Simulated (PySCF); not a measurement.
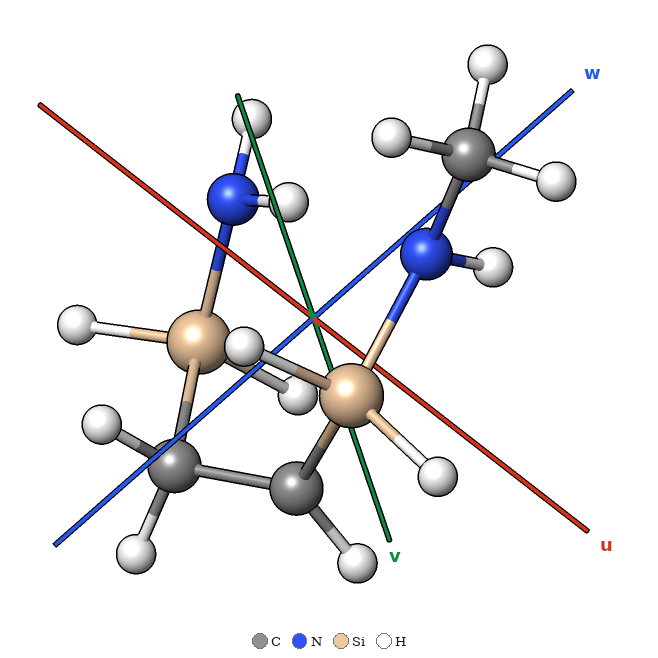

The lines u, v and w are the principal axes of the g tensor. Charge 0, doublet. The geometry was computed by an optimisation with GFN2-xTB. No frequency run is at hand to confirm it as a minimum. Level of theory: UKS B3LYP, pcH-1 on C H N Si, non-relativistic, mean-field spin-orbit, GIAO (PySCF 2.14.0).

**Along which axis does g lie farthest from the free-electron value?**

Along v: the shift is 659 ppm.

Give the principal values and shifts.

```tsv
axis	g	shift (ppm)
u	2.00245	133
v	2.00298	659
w	2.00200	−314
```

The geometry is semi-empirical. Around Si such bond lengths and angles can be off by a tenth of an ångström or more and by several degrees, and values that hang on the shape move with them.
